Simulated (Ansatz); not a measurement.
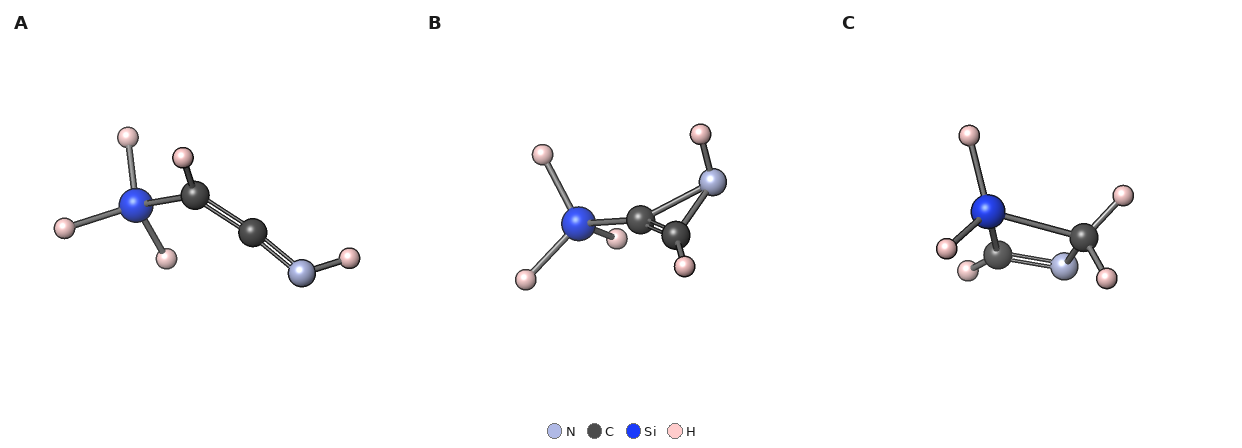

3 stationary structures of one formula. Geometries: PBE-D4/def2-SVP. Electronic energies: PBE-D4/def2-SVP (Ansatz 0.2.0), without zero-point energy. No frequency run is at hand to confirm each as a minimum.

**Which is lowest in energy, and by how much?**

A is lowest; C lies 38.5 kJ/mol above it, B lies 223.5 kJ/mol above it. A is `N=C=C[SiH3]`, B is `[SiH3]C1=CN1`, C is `C1=NC[SiH2]1`.
